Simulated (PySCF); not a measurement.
System: C₅H₁₃FN₂Si₂.

```yaml
atoms:
  - { symbol: C, position_ang: [-3.1045, -0.2387, -0.2267] }
  - { symbol: N, position_ang: [-1.8159, 0.2268, -0.6970] }
  - { symbol: C, position_ang: [-0.6727, -0.3714, -0.0318] }
  - { symbol: C, position_ang: [0.5154, 0.5262, -0.3652] }
  - { symbol: Si, position_ang: [-0.2598, 2.2821, -0.3966] }
  - { symbol: Si, position_ang: [1.9836, 0.2832, 0.7834] }
  - { symbol: F, position_ang: [1.5360, 0.6143, 2.3055] }
  - { symbol: C, position_ang: [2.4967, -1.5677, 0.8837] }
  - { symbol: C, position_ang: [2.3383, -2.2227, -0.3735] }
  - { symbol: N, position_ang: [2.1895, -2.7222, -1.3928] }
  - { symbol: H, position_ang: [-3.2141, 0.0356, 0.8227] }
  - { symbol: H, position_ang: [-3.8907, 0.2524, -0.7973] }
  - { symbol: H, position_ang: [-3.2277, -1.3266, -0.3173] }
  - { symbol: H, position_ang: [-1.7370, 0.0658, -1.6969] }
  - { symbol: H, position_ang: [-0.5063, -1.4224, -0.3170] }
  - { symbol: H, position_ang: [-0.8721, -0.3395, 1.0436] }
  - { symbol: H, position_ang: [0.8431, 0.2963, -1.3827] }
  - { symbol: H, position_ang: [0.8733, 3.2181, -0.2667] }
  - { symbol: H, position_ang: [-1.1333, 2.4810, 0.7521] }
  - { symbol: H, position_ang: [-0.8961, 2.5747, -1.6780] }
  - { symbol: H, position_ang: [3.1422, 1.1264, 0.5379] }
  - { symbol: H, position_ang: [1.8717, -2.0764, 1.6202] }
  - { symbol: H, position_ang: [3.5356, -1.6683, 1.2004] }
```

Geometry: GFN2-xTB.

All numbers below come from PBE0/pcSseg-1, SCF density, gas phase, non-relativistic (PySCF).

> What will maps of the electron density and electron localisation function show?

C–N (1.14 Å): ρ is about 3.6 e/Å³ halfway; the ELF peaks at about 0.85 between the atoms (a multiple bond).
C–C (1.43 Å): the density is about 1.9 e/Å³ at the midpoint; the ELF peaks at about 0.95 between the atoms, as expected for localised, covalent bonding.
Si–F (1.62 Å): ρ at the midpoint is about 1 e/Å³; the ELF peaks at about 0.85 in the valence shell of F, 0.6 Å from its nucleus, and is about 0.50 at the midpoint.

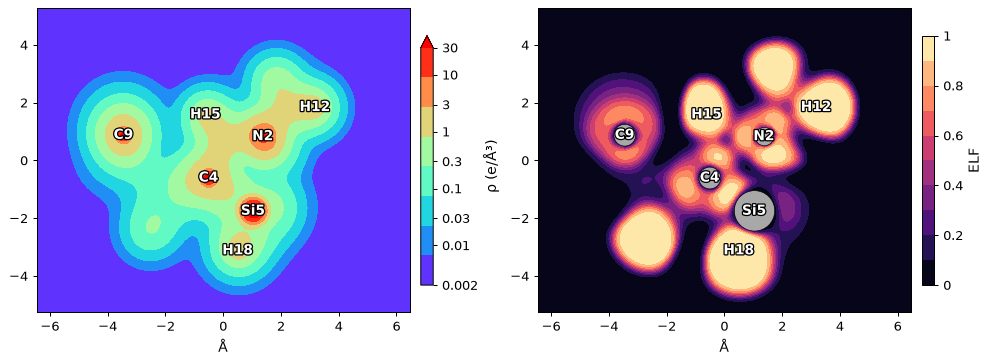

Computed electron density and electron localisation function on the plane of atoms C4, Si5 and H18, in this order. Grey discs cover the atomic cores in the ELF map. 
